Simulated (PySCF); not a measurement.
# C3H6O (methoxyethene) at 5 levels

Wanted: a comparison of 5 runs (HF/3-21G, B3LYP/6-31G*, PBE0/def2-SVP, PBE0/def2-TZVP) of C3H6O (methoxyethene). 

Program for the calculation: PySCF 2.14.0.

## 1. Starting point

C3H6O has 10 atoms, charge 0, and is taken as a singlet. As SMILES, `C=COC`. Geometry: relaxed at PBE0-D4/def2-TZVP. This is one conformer, not always the lowest.

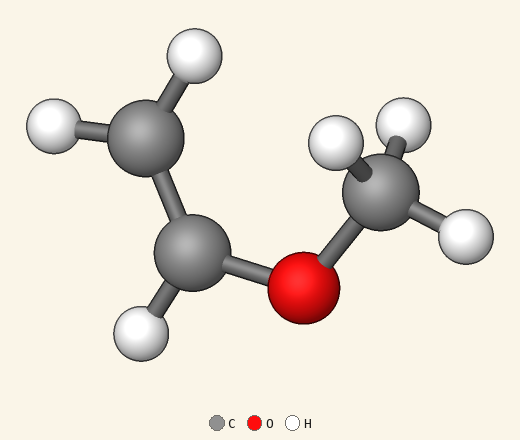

Viewed from a chosen angle; carbon grey, oxygen red, hydrogen white.

## 2. Energy and gradient at HF/3-21G (run 1)

File run.py:

```python
from pyscf import gto, scf

system = gto.M(
    atom=[
    ('C', (0.061100, 1.327000, 0.560400)),
    ('C', (-0.924700, 0.473000, 0.301200)),
    ('O', (-0.835900, -0.758000, -0.230900)),
    ('C', (0.458100, -1.206300, -0.556900)),
    ('H', (1.102900, 1.116300, 0.361700)),
    ('H', (-0.184400, 2.286300, 0.993500)),
    ('H', (-1.960900, 0.714900, 0.512600)),
    ('H', (0.345600, -2.207000, -0.970200)),
    ('H', (0.925000, -0.551800, -1.301000)),
    ('H', (1.096300, -1.245600, 0.332600)),
],
    max_memory=1860,
    basis='3-21g',
    verbose=3,
    spin=0,
)

hf = scf.RHF(system)
hf.conv_tol = 1e-10
hf.kernel()
if not hf.converged:
    hf = hf.newton().run(hf.mo_coeff, hf.mo_occ)

etot = hf.e_tot
print('E(%s) = %.9f' % ('HF', etot))
grad = hf.nuc_grad_method().kernel()
dip = hf.dip_moment()
pop, q = hf.mulliken_pop()
```

The run is started by

```sh
$ OMP_NUM_THREADS=1 python run.py
```

What it wrote:

```text
converged SCF energy = -190.852651018129
[... 9 lines left out ...]
Dipole moment(X, Y, Z, Debye):  1.19389,  0.05253, -0.10271
[... 59 lines left out ...]
charge of    9H =      0.19674
```

Run time: 1.8 s. Hardware: 1 thread of Intel Xeon at 2.70GHz, shared host; peak memory 0.12 GiB.

## 3. Energy and forces at B3LYP/6-31G(d) (spherical functions) (run 2)

File job.py:

```python
from pyscf import gto, dft

mol = gto.Mole()
mol.atom = '''
C      0.061100     1.327000     0.560400
C     -0.924700     0.473000     0.301200
O     -0.835900    -0.758000    -0.230900
C      0.458100    -1.206300    -0.556900
H      1.102900     1.116300     0.361700
H     -0.184400     2.286300     0.993500
H     -1.960900     0.714900     0.512600
H      0.345600    -2.207000    -0.970200
H      0.925000    -0.551800    -1.301000
H      1.096300    -1.245600     0.332600
'''
mol.max_memory = 1860
mol.basis = '6-31g*'
mol.charge = 0
mol.verbose = 4
mol.build()

myscf = dft.RKS(mol)
myscf.xc = 'b3lyp'
myscf.grids.level = 5
myscf.conv_tol = 1e-10
myscf.kernel()
if not myscf.converged:
    myscf = myscf.newton().run(myscf.mo_coeff, myscf.mo_occ)

e_tot = myscf.e_tot
print('E = %.10f Eh' % e_tot)
grad = myscf.nuc_grad_method().kernel()
dip = myscf.dip_moment()
pop, q = myscf.mulliken_pop()
```

The run is started by

```sh
$ OMP_NUM_THREADS=1 python job.py
```

What it wrote:

```text
PySCF version 2.14.0

[... 80 lines left out ...]
converged SCF energy = -193.110314291509
[... 13 lines left out ...]
Dipole moment(X, Y, Z, Debye):  0.87456, -0.22429, -0.18684
[... 79 lines left out ...]
charge of    9H =      0.15045
```

It took 26 s on 1 thread of Intel Xeon at 2.70GHz, shared host; peak memory 0.7 GiB.

Runs 3 to 4 aren't shown in full; the table further down has their settings and results.

## 4. Energy and forces at PBE0/def2-TZVP (run 5)

File run.py:

```python
from pyscf import gto, dft

mol = gto.Mole()
mol.atom = '''
C        0.061100       1.327000       0.560400
C       -0.924700       0.473000       0.301200
O       -0.835900      -0.758000      -0.230900
C        0.458100      -1.206300      -0.556900
H        1.102900       1.116300       0.361700
H       -0.184400       2.286300       0.993500
H       -1.960900       0.714900       0.512600
H        0.345600      -2.207000      -0.970200
H        0.925000      -0.551800      -1.301000
H        1.096300      -1.245600       0.332600
'''
mol.max_memory = 1860
mol.basis = 'def2-tzvp'
mol.charge = 0
mol.verbose = 4
mol.build()

ks = dft.RKS(mol, xc='pbe0')
ks.grids.level = 5
ks.conv_tol = 1e-10
ks.kernel()
if not ks.converged:
    ks = ks.newton().run(ks.mo_coeff, ks.mo_occ)

etot = ks.e_tot
print('E(%s) = %.9f' % ('PBE0', etot))
grad = ks.nuc_grad_method().kernel()
ks.analyze()
```

The run is started by

```sh
$ OMP_NUM_THREADS=1 python run.py
```

What it wrote:

```text
PySCF version 2.14.0

[... 116 lines left out ...]
MO #15  energy= -0.354638673795323 occ= 2
[... 28 lines left out ...]
MO #44  energy= 0.581464078803741  occ= 0
[... 28 lines left out ...]
MO #73  energy= 1.63718814737448   occ= 0
[... 28 lines left out ...]
MO #102 energy= 2.74779341000421   occ= 0
[... 28 lines left out ...]
MO #131 energy= 3.85023777030141   occ= 0
[... 28 lines left out ...]
MO #160 energy= 44.1131110870708   occ= 0
[... 173 lines left out ...]
Dipole moment(X, Y, Z, Debye):  0.84681, -0.25985, -0.19906
```

Wall time 92 s (1 thread of Intel Xeon at 2.70GHz, shared host); peak memory 2 GiB.

## 5. The series

```tsv
run	level	integration grid	Cartesian functions	energy (Eh)	dipole moment (D)	HOMO energy (eV)	LUMO energy (eV)	wall time
1	HF/3-21G	–	no	-190.852651	1.20	-9.27	5.68	1.8 s
2	B3LYP/6-31G* (spherical functions)	5	no	-193.110314	0.92	-6.11	1.30	26 s
3	B3LYP/6-31G* (Cartesian functions)	5	yes	-193.113666	0.92	-6.12	1.29	25 s
4	PBE0/def2-SVP	5	no	-192.743788	0.97	-6.62	1.19	34 s
5	PBE0/def2-TZVP	5	no	-192.961359	0.91	-6.72	0.91	92 s
```

## 6. Outcome

| quantity | value |
| --- | --- |
| run 5: total energy | -192.96136 Eh |
| run 5: dipole moment | 0.91 D |
| run 5: HOMO energy | -6.72 eV |
| run 5: LUMO energy | 0.91 eV |
| run 5: HOMO–LUMO gap | 7.64 eV |
| run 5: largest force on an atom | 0.012 eV/Å |

The dipole moment (its size) runs from 0.91 D (PBE0/def2-TZVP) to 1.20 D (HF/3-21G). The two ends differ in method and basis. The HOMO–LUMO gap runs from 7.41 eV (B3LYP/6-31G*) to 14.95 eV (HF/3-21G). Totals of different functionals can't be ranked against each other. All runs together took 3 min, the longest 92 s.
